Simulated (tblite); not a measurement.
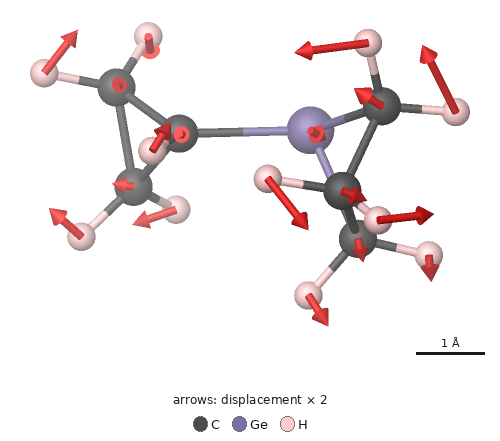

A relaxation of C₆H₁₁Ge (multiplicity 2). The starting structure is drawn; red arrows show the displacements, magnified 2 times. The two geometries are superimposed by the best rigid fit.

The picture is a ball-and-stick view, seen at a tilt.

Level of theory: tblite 0.8.0, GFN2-xTB geometry optimisation, gas phase. 

### Which element moves most?

Hydrogen: up to 0.64 Å, against 0.28 Å for carbon.

### What did the optimiser do to the structure, and how much energy did it gain?

The atom that moves furthest after the best rigid fit is an H atom (0.64 Å). By element the largest moves are H 0.64 Å, C 0.28 Å, Ge 0.19 Å. Among the contacts that change: C–C 2.108 → 2.427 Å, C–Ge 1.913 → 2.052 Å, C–Ge 1.945 → 2.057 Å, C–Ge 1.954 → 2.025 Å. Bond angles that change, for instance: C–C–C 87.8° → 105.2°, C–Ge–C 116.2° → 103.8°, Ge–C–H 108.4° → 119.6°. After 83 geometry steps the energy has fallen by 1.295 eV. The run took 0.58 s on 1 thread of Arm Neoverse V1, with other jobs on the host.
